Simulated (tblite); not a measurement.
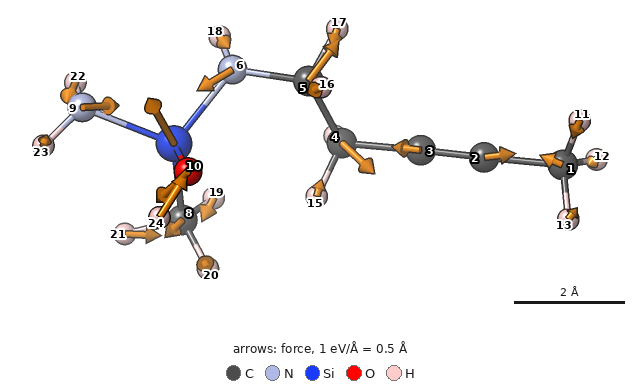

Starting geometry of C$_{6}$H$_{14}$N$_{2}$OSi with the computed forces as orange arrows. A ball-and-stick model, seen at a tilt.

Level of theory: tblite 0.8.0, GFN2-xTB geometry optimisation, gas phase. 

### Is this structure relaxed? If not, where do the atoms go?

It isn't relaxed: the largest force vector, on the Si atom, is 3.03 eV/Å. The final displacements have little in common with the starting forces (cosine between the two patterns 0.25). The atom that moves furthest after the best rigid fit is an H atom (1.35 Å). Largest moves by element: H 1.35 Å, O 0.55 Å, C 0.42 Å, N 0.36 Å, Si 0.21 Å. Among the contacts that change: O–Si 1.720 → 1.630 Å, N–Si 1.806 → 1.735 Å, H–O 1.004 → 0.954 Å, H–N 1.053 → 1.006 Å. Among the angles between lasting bonds that change: Si–N–H 107.2° → 118.2°, C–Si–O 112.6° → 102.3°, Si–O–H 110.3° → 118.6°. Groups turn about O–Si by about 130°, C–Si by about 40°, C–N by about 30°. After 212 geometry steps the energy has fallen by 91.5 kJ/mol.
